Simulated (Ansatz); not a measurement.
The starting structures come from a database of crystals and need not be the phases stable at ambient conditions.

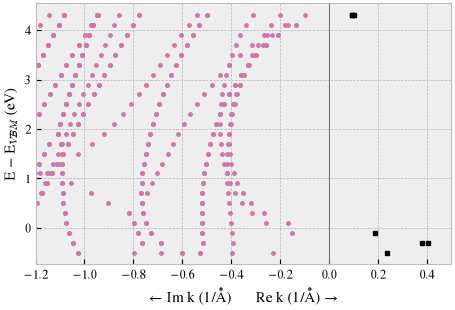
Complex bands at the centre of the two-dimensional zone; Ansatz (a first-principles code) with r2SCAN

No gap correction and no spin-orbit coupling; mid-gap values are interpolated between computed energies.

### Question
This is K3ZnH5 (I4/mcm, not sure to be the ambient phase, 18 atoms a cell, 16.7 Å³ an atom) along the normal of (001). Read off the slowest decay at the centre of the two-dimensional zone at 2.10 eV, the computed energy nearest the middle of the gap.

### Answer
κ ≈ 0.40 1/Å, a decay length 1/(2κ) of the density of 1.2 Å.
